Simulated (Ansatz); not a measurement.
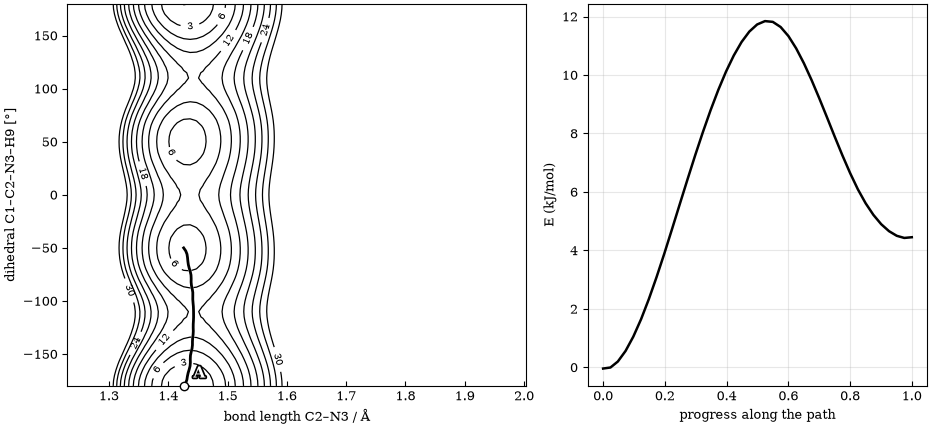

C2H6N, SMILES CC[NH], spin multiplicity 2. The first coordinate is: bond length C2–N3; the second: dihedral C1–C2–N3–H9. Nothing is relaxed (all other coordinates rigid). The scan uses an 11 × 10 grid. Points are written as (first, second). Energies are in kJ/mol, from the relaxed molecule at the same level. Theory: UKS PBE0-D4/def2-TZVP (Ansatz 0.2.0).

Drawn: contour lines labelled in kJ/mol (none above 30), a line along the lowest path, the energy along the path at the right, the start A. Between grid points the surface is interpolated.

> Describe the path and its barrier.

The easiest path leads from the well at about (1.43 Å, −180°) to the well at about (1.43 Å, −50°), about 4.5 kJ/mol higher. Its highest point lies about 12 kJ/mol above the bottom of the first well on the interpolated surface, at about (1.44 Å, −110°). Seen from the upper well the barrier is about 7.4 kJ/mol. The start is the relaxed structure and all else is held, so a fully relaxed path at this level can only be lower.
